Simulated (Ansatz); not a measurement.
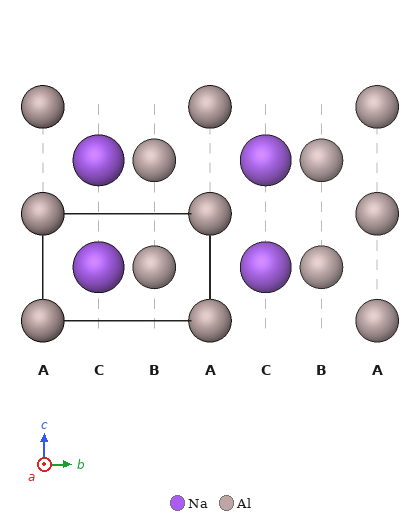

Projection along an edge of the hexagonal mesh, stacking direction c upwards. The dashed lines mark the three columns A (0, 0), B (1/3, 2/3) and C (2/3, 1/3). The sequence starts with the first layer at or above the cell's origin.

NaAl2: the end point of a relaxation with DFT PBE, scalar-relativistic, plane waves, PAW (Ansatz); the starting structure was generated, so it need not be a known form of this composition.

### Read off the stacking sequence over one period.

Al(A) – Al(B)+Na(C) (two layers in 2.80 Å).
